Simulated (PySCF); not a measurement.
# SiNH4O (SMILES N[SiH]O) at UCAM-B3LYP/aug-cc-pVDZ (density fitting with def2-universal-jkfit)

Aim: the vertical ionisation energy of SiNH4O at UCAM-B3LYP/aug-cc-pVDZ (density fitting with def2-universal-jkfit), from 2 runs. Input form: a Python script.

The calculation is run with PySCF 2.14.0.

2 further runs of the same task are left out: 2 set aside as unsound or not needed.

**1. The system as given**

The species is SiNH4O (7 atoms), meant as a doublet with charge 0. SMILES: `N[SiH]O`. The coordinates come from a PBE0-D4/def2-TZVP relaxation. This is one conformer, not always the lowest.

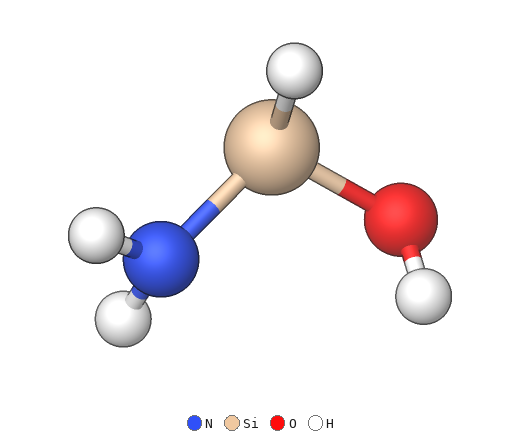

Viewed from a chosen angle; nitrogen blue, silicon light orange, oxygen red, hydrogen white.

**2. The energy at UCAM-B3LYP/aug-cc-pVDZ (density fitting with def2-universal-jkfit)**

Input file job.py:

```python
from pyscf import gto, dft

system = gto.M(
    atom=[
    ('N', (-0.694900, 0.548300, -0.575200)),
    ('Si', (0.293100, 0.159000, 0.781300)),
    ('O', (1.622900, -0.672400, 0.270300)),
    ('H', (-0.355900, 1.168100, -1.294800)),
    ('H', (-1.685800, 0.673200, -0.432900)),
    ('H', (-0.599100, -0.661900, 1.664700)),
    ('H', (1.480900, -1.282400, -0.459000)),
],
    spin=1,
    verbose=4,
    basis='aug-cc-pvdz',
    max_memory=1860,
)

mf = dft.UKS(system)
mf.xc = 'cam-b3lyp'
mf = mf.density_fit(auxbasis='def2-universal-jkfit')
mf.conv_tol = 1e-10
mf.grids.level = 4
mf.kernel()
if not mf.converged:
    mf = mf.newton().run(mf.mo_coeff, mf.mo_occ)

e_final = mf.e_tot
print('Final energy', e_final)
```

Command:

```
$ OMP_NUM_THREADS=1 python job.py
```

Log:

```text
PySCF version 2.14.0

[... 60 lines left out ...]
WARN: HOMO -0.150922497085154 >= LUMO -0.150922497085155
[... 50 lines left out ...]
converged SCF energy = -421.862277920434  <S^2> = 0.75238867  2S+1 = 2.0023872
Final energy -421.8622779204338
```

Run time: 27 s. Hardware: 1 thread of Arm Neoverse V2, shared host; peak memory 0.46 GiB.

**3. The singlet cation, same level**

Input file job.py:

```python
from pyscf import gto, dft

mol = gto.M(
    atom='''
N   -0.694900   0.548300  -0.575200
Si   0.293100   0.159000   0.781300
O    1.622900  -0.672400   0.270300
H   -0.355900   1.168100  -1.294800
H   -1.685800   0.673200  -0.432900
H   -0.599100  -0.661900   1.664700
H    1.480900  -1.282400  -0.459000
''',
    charge=1,
    basis='aug-cc-pvdz',
    spin=0,
    max_memory=1860,
    verbose=3,
)

mf = dft.RKS(mol, xc='cam-b3lyp')
mf = mf.density_fit(auxbasis='def2-universal-jkfit')
mf.grids.level = 4
mf.conv_tol = 1e-10
mf.kernel()
if not mf.converged:
    mf = mf.newton().run(mf.mo_coeff, mf.mo_occ)

e_tot = mf.e_tot
print('Final energy', e_tot)
```

Command:

```
$ OMP_NUM_THREADS=1 python job.py
```

Log:

```text
converged SCF energy = -421.572505610781
Final energy -421.5725056107815
```

Wall time 14 s (1 thread of Arm Neoverse V2, shared host); peak memory 0.47 GiB.

**4. Summary of results**

At UCAM-B3LYP/aug-cc-pVDZ (density fitting with def2-universal-jkfit):

| quantity | value |
| --- | --- |
| doublet SiNH4O: total energy | -421.86228 Eh |
| doublet SiNH4O: dipole moment | 2.27 D |
| doublet SiNH4O: HOMO energy (highest over α and β) | -6.75 eV |
| doublet SiNH4O: LUMO energy (lowest over α and β) | -0.99 eV |
| doublet SiNH4O: ⟨S²⟩ | 0.752 |
| singlet cation: total energy | -421.57251 Eh |
| singlet cation: HOMO energy | -16.27 eV |
| singlet cation: LUMO energy | -8.92 eV |
| singlet cation: HOMO–LUMO gap | 7.36 eV |
| vertical ionisation energy (to the singlet cation) | 7.885 eV |

Removing an electron at fixed nuclei costs 7.89 eV (761 kJ/mol). Only the singlet of the ionised species was computed; a triplet could lie lower. Mulliken charges (doublet SiNH4O) run from -0.63 on O3 to +0.54 on Si2; in a basis this large or diffuse they mean little.
